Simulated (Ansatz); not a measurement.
Effect of Be → Lu on Be

Base system: Be in the hcp (Mg type) structure (space group P6_3/mmc, No. 194; a = 2.257 Å, c = 3.553 Å).

It is then changed as follows: every Be is replaced by Lu; the structure is relaxed again.

Level of theory: Ansatz (a quantum-chemistry and plane-wave program), PBEsol, PAW, cutoff 420 eV, spin-orbit coupling left out. Γ-centred 16×16×9 mesh, Fermi–Dirac width 0.05 eV, for the changed cell.

The density increases by 8.66 g/cm³, from 1.91 g/cm³ to 10.57 g/cm³ and the lattice parameter a increases by 1.188 Å to 3.445 Å. The c/a ratio shrinks by 0.021 (1.574 → 1.553) and the space group stays P6_3/mmc (No. 194). The shortest interatomic distance grows by 1.130 Å, from 2.203 Å to 3.333 Å and the band gap is still zero.

Final structure:

```xyz
2
Lattice="3.4451 0.0000 0.0000 -1.7226 2.9836 0.0000 0.0000 0.0000 5.3489" Properties=species:S:1:pos:R:3 pbc="T T T"
Lu     0.0000     1.9890     4.0117
Lu     1.7226     0.9945     1.3372
```

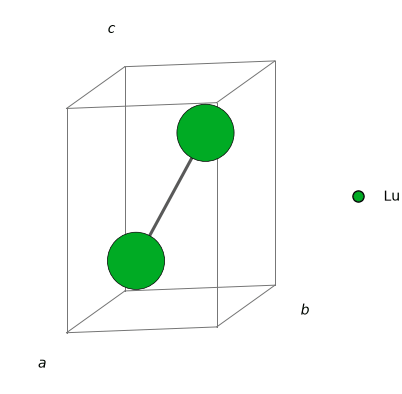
Fig. 1. The relaxed conventional cell after the change

No phonon test of stability was made.
